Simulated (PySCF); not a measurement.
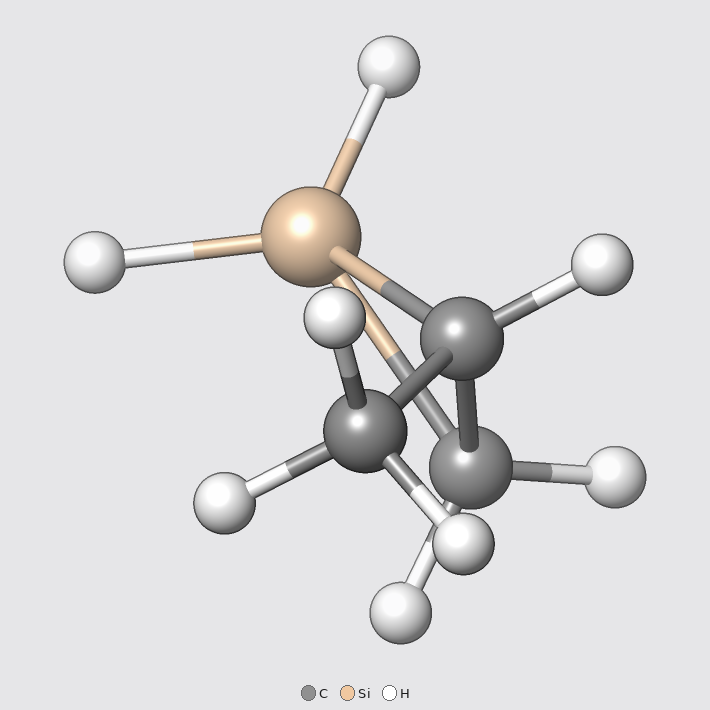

A ball-and-stick model of a molecule.

The computed structure is the end point of a GFN2-xTB optimisation. No frequency run is at hand to confirm it as a minimum.

Describe the molecule.

The molecule is C₃H₈Si. Its SMILES string is `C[C@H]1C[SiH2]1`. Independent rings (smallest set): 1 of 3 members. Among its groups: Si–H bond. This geometry has C1 symmetry. Coordination, clear cases only: 1 C tetrahedral.

More results for the same structure follow; atom numbers are the same in all pictures, views and colours differ.

**Geometry**

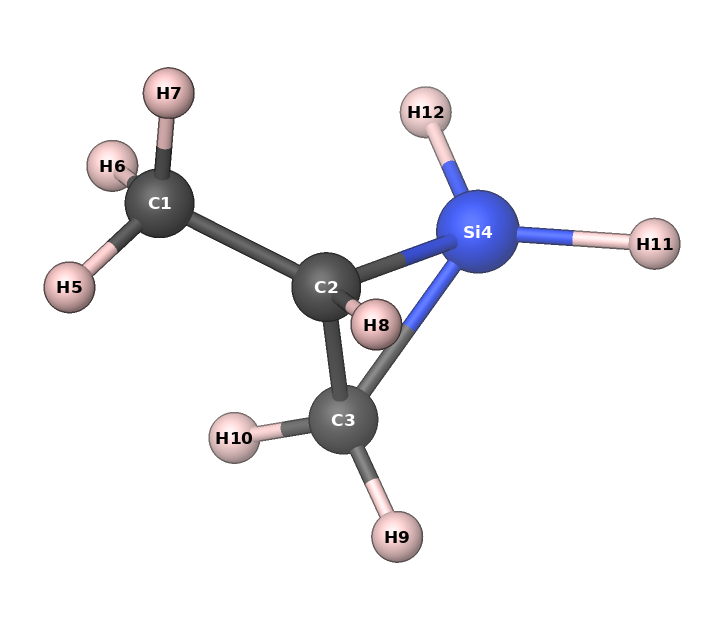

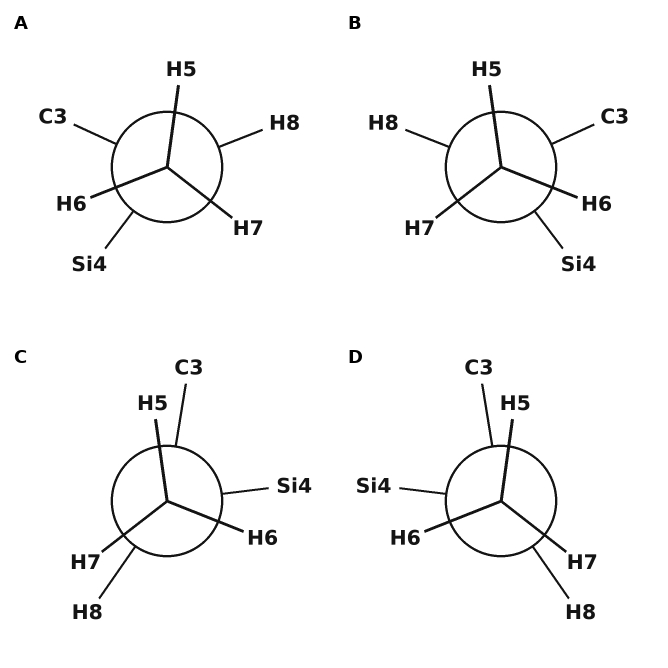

Distant atoms are faded towards the background colour. Bonds that would overlap in a projection are set slightly apart. No frequency run is at hand to confirm it as a minimum.

Which Newman projection shows the view along C1–C2, with C1 in front?

Answer. B. The torsion angle H5–C1–C2–Si4 is 151°, antiperiplanar (anti).

**Polarisability**

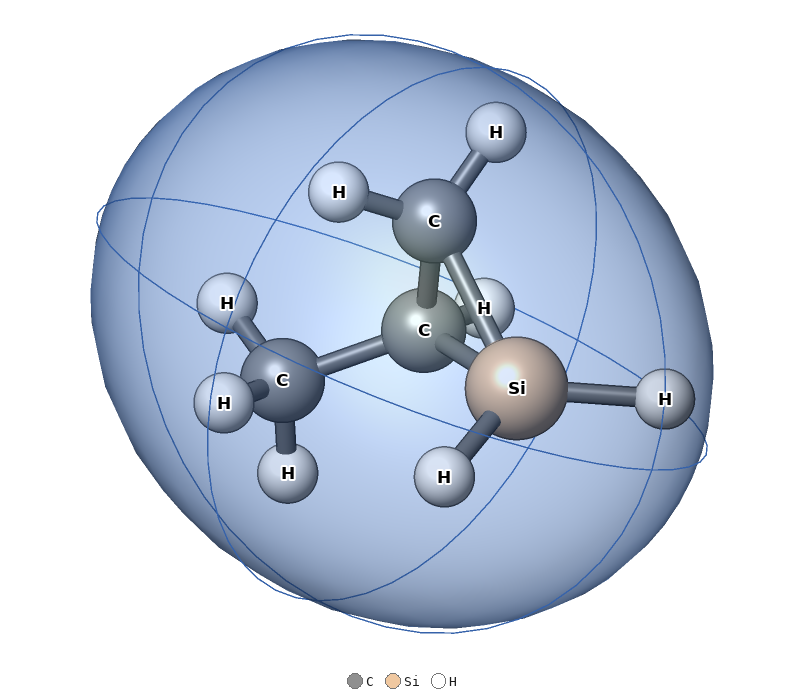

The ellipsoid shows the static dipole polarisability: its half-axes are proportional to the principal values. No frequency run is at hand to confirm it as a minimum. Computed with PBE0/def2-SVPD (PySCF 2.14.0).

Give the principal values, the mean and the anisotropy.

Answer. Principal values 55.8, 61.1, 77.6 bohr³; mean 64.9 bohr³ (9.61 Å³); anisotropy 19.7 bohr³, so the longest axis is 1.39 times the shortest.

**Ring current**

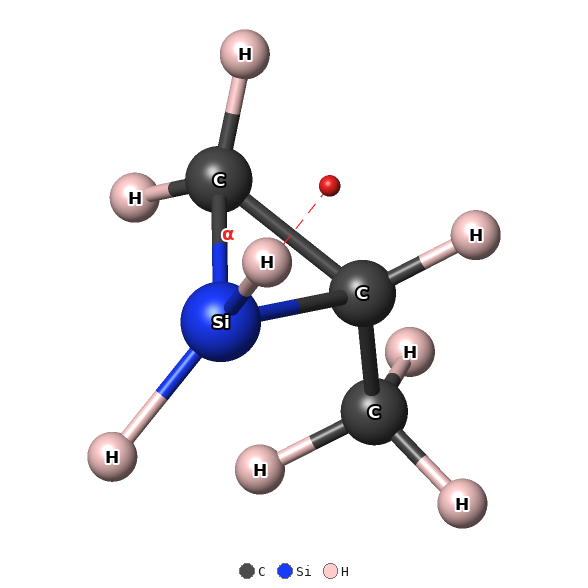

The small points mark where nucleus-independent chemical shifts (NICS) were computed: at the centre of each lettered ring and 1 Å above and below it. No frequency run is at hand to confirm it as a minimum. Method: GIAO PBE0/pcSseg-1 NMR shielding, non-relativistic, gas phase (PySCF 2.14.0).

Give NICS(0), NICS(1) and the out-of-plane component NICS(1)zz for each ring (means of the two sides).

```json
{"ring": "α", "members": "C2Si", "NICS(0)": "−28.9", "NICS(1)": "−8.4", "NICS(1)zz": "−17.3"}
```

Values in ppm.

**NMR shielding**

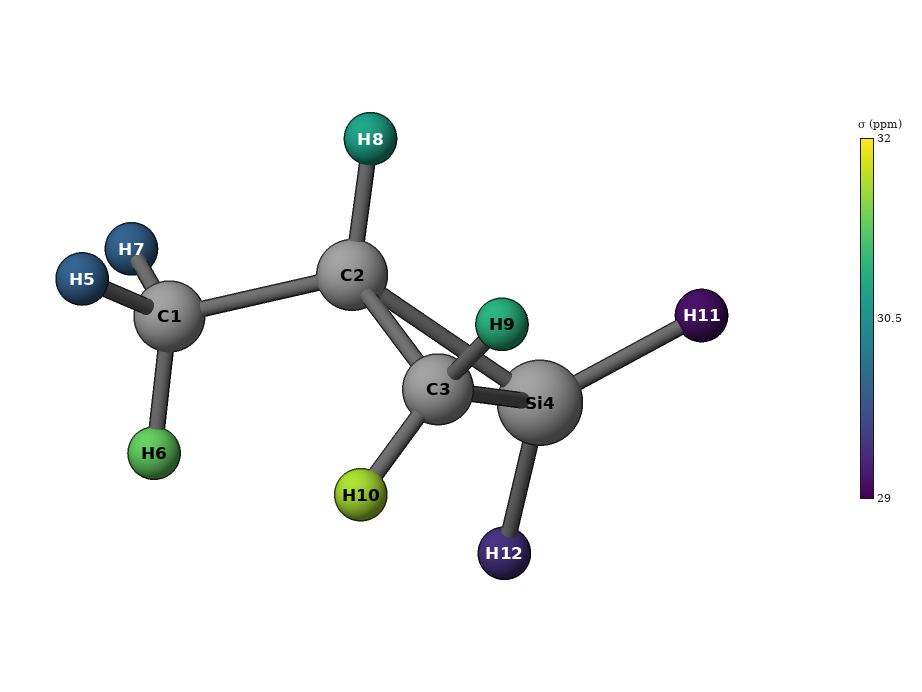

Atoms are coloured by their isotropic NMR shieldings (H only, the others grey). No frequency run is at hand to confirm it as a minimum. Properties computed with GIAO PBE0/pcSseg-1 NMR shielding, non-relativistic, gas phase (PySCF 2.14.0).

List the isotropic NMR shieldings of the H atoms.

```
atom  σ (ppm)
  H5    29.92
  H6    31.28
  H7    29.93
  H8    30.72
  H9    30.90
 H10    31.61
 H11    29.14
 H12    29.44
```

**Charges**

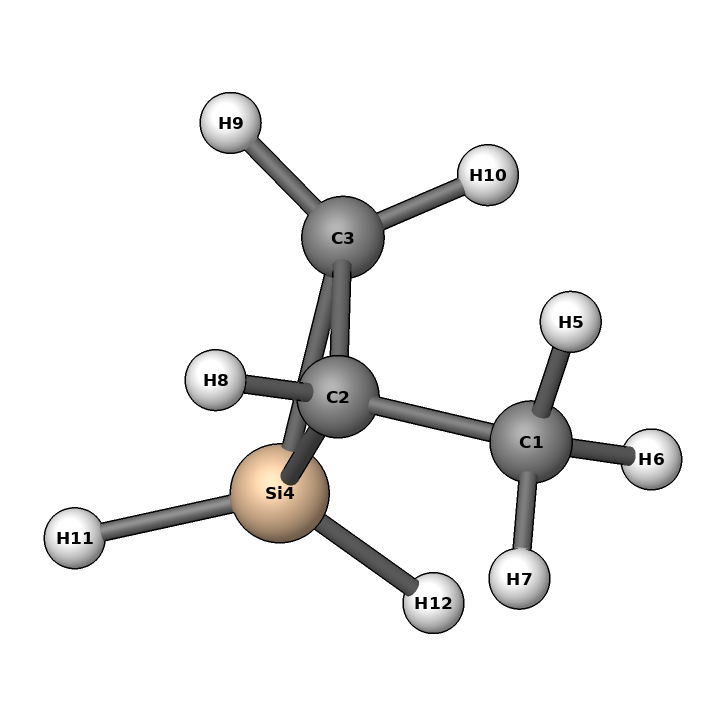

The questions are on Hirshfeld charges. No frequency run is at hand to confirm it as a minimum. Method: PBE0/pcSseg-1, gas phase (PySCF 2.14.0).

Which atom carries the highest charge (most positive or least negative)?

Answer. Si4 (0.29 e).

And the lowest?

Answer. C3 (−0.17 e).

List the Hirshfeld charges.

```
atom  value (e)
  C1      −0.12
  C2      −0.11
  C3      −0.17
 Si4       0.29
  H5       0.04
  H6       0.04
  H7       0.04
  H8       0.04
  H9       0.04
 H10       0.04
 H11      −0.07
 H12      −0.06
```

The geometry is semi-empirical. Around Si such bond lengths and angles can be off by a tenth of an ångström or more and by several degrees, and values that hang on the shape move with them.
